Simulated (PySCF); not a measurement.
```xyz
2

Ge    0.0000    0.0000   -1.1416
Br    0.0000    0.0000    1.0694
```

Method: PBE0/def2-TZVPPD, non-relativistic Hamiltonian with scalar-relativistic core potentials where named, at a bond length of 2.211 Å (PySCF 2.14.0).

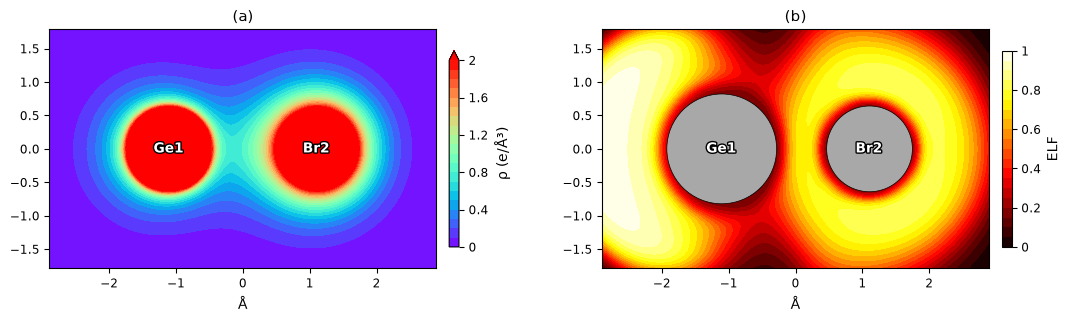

GeBr (charge +1). (a) total electron density; (b) ELF on a plane that holds the molecular axis. Grey discs cover the atomic cores in the ELF map.

Q: Interpret the plot.

A: Atoms in the plane: Ge and Br.
Ge–Br (2.21 Å): ρ is about 0.81 e/Å³ halfway; the ELF peaks at about 0.75 in the valence shell of Br, 1.0 Å from its nucleus, and is about 0.70 at the midpoint.
The ELF also peaks beside Br2, away from the bonds: lone-pair regions.
